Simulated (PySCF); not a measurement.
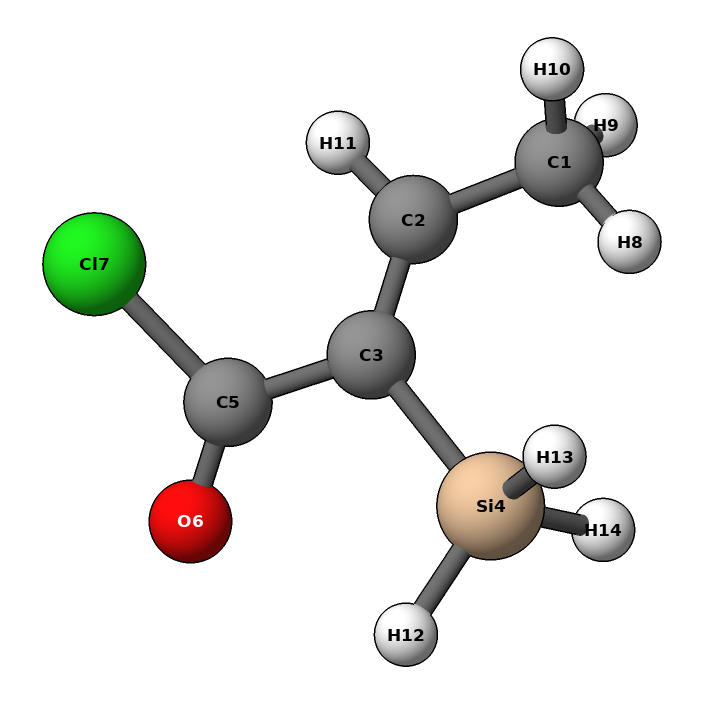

Every bond is drawn as one stick. Computed geometry: GFN2-xTB optimisation. No frequency run is at hand to confirm it as a minimum. Method: PBE0/pcSseg-1 (PySCF 2.14.0).

List the Mayer bond orders of C1–C2, C1–H8, C1–H9, C1–H10, C2–C3, C2–H11, C3–Si4, C3–C5, Si4–H12, Si4–H13, Si4–H14, C5–O6, C5–Cl7.

```json
{"bond": "C1–C2", "Mayer order": "1.09", "length (Å)": "1.481"}
{"bond": "C1–H8", "Mayer order": "0.96", "length (Å)": "1.086"}
{"bond": "C1–H9", "Mayer order": "0.94", "length (Å)": "1.090"}
{"bond": "C1–H10", "Mayer order": "0.94", "length (Å)": "1.090"}
{"bond": "C2–C3", "Mayer order": "1.77", "length (Å)": "1.338"}
{"bond": "C2–H11", "Mayer order": "0.94", "length (Å)": "1.085"}
{"bond": "C3–Si4", "Mayer order": "0.81", "length (Å)": "1.905"}
{"bond": "C3–C5", "Mayer order": "1.02", "length (Å)": "1.446"}
{"bond": "Si4–H12", "Mayer order": "0.96", "length (Å)": "1.454"}
{"bond": "Si4–H13", "Mayer order": "0.94", "length (Å)": "1.467"}
{"bond": "Si4–H14", "Mayer order": "0.95", "length (Å)": "1.465"}
{"bond": "C5–O6", "Mayer order": "2.03", "length (Å)": "1.191"}
{"bond": "C5–Cl7", "Mayer order": "0.95", "length (Å)": "1.792"}
```

The geometry is semi-empirical. Around Si such bond lengths and angles can be off by a tenth of an ångström or more and by several degrees, and values that hang on the shape move with them.
